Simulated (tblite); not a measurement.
System: HCl₂ (anion, charge -1), singlet: collinear Cl-H-Cl surface. Scanned: Cl-H distance and H-Cl distance.

Cartesian coordinates as functions of the variables (Å; names that start with a are angles):
```
Cl  0  0  -r1
H  0  0  0
Cl  0  0  r2
```

Method: GFN2-xTB, 300 K electronic temperature in tblite 0.5.0.

Energy in kJ/mol above the lowest grid point; x is the Cl-H distance (Å), y the H-Cl distance (Å).

```
y \ x   1.10   1.23   1.33   1.44   1.56   1.69   1.84   2.01   2.23   2.51   2.87   3.36   3.77
-----  -----  -----  -----  -----  -----  -----  -----  -----  -----  -----  -----  -----  -----
3.77   124.0   78.3   80.4  100.8  134.3  176.4      —      —      —  346.1      —  402.0  405.9
3.36   116.2   71.0   73.4   93.9  127.2  168.2  212.8  255.2      —  342.3  377.0  398.4  402.0
2.87   102.7   58.0   60.2   80.0  111.6  149.7  191.5  233.3  278.0  320.7  355.7  377.0      —
2.51    88.9   43.4   44.4   62.0   90.2  124.1  162.2  201.6  244.7  286.4  320.7  342.3  346.1
2.23    77.2   29.0   27.2   41.1   64.9   94.1  128.0  164.2  204.8  244.7  278.0      —      —
2.01    71.7   18.6   12.7   21.7   40.2   64.5   94.0  126.6  164.2  201.6  233.3  255.2      —
1.84    75.6   15.7    4.6    8.0   20.9   40.2   65.3   94.0  128.0  162.2  191.5  212.8      —
1.69    91.5   22.1    4.1    0.6    6.8   20.2   40.2   64.5   94.1  124.1  149.7  168.2  176.4
1.56   121.1   38.9   12.6    1.1    0.0    6.8   20.9   40.2   64.9   90.2  111.6  127.2  134.3
1.44   167.8   68.1   31.2   10.4    1.1    0.6    8.0   21.7   41.1   62.0   80.0   93.9  100.8
1.33   235.3  113.3   63.2   31.2   12.6    4.1    4.6   12.7   27.2   44.4   60.2   73.4   80.4
1.23   327.2  179.1  113.3   68.1   38.9   22.1   15.7   18.6   29.0   43.4   58.0   71.0   78.3
1.10   517.3  327.2  235.3  167.8  121.1   91.5   75.6   71.7   77.2   88.9  102.7  116.2  124.0
```

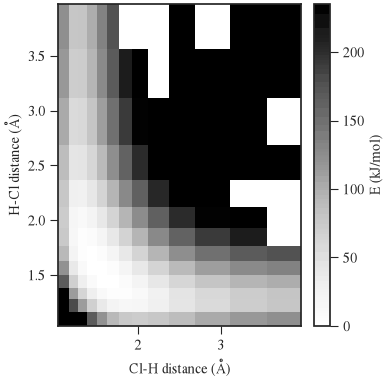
*Energy surface, cut off at 235 kJ/mol.*

Points that lie below all their neighbours on the grid (none is named beside a point without a result): x = 1.56, y = 1.56 (0.0 kJ/mol).

A dash means that the run gave no value there, or that the column was ended at a point which the program doubted or which failed a test of continuity chosen for this set; such a test can also cut sound points.
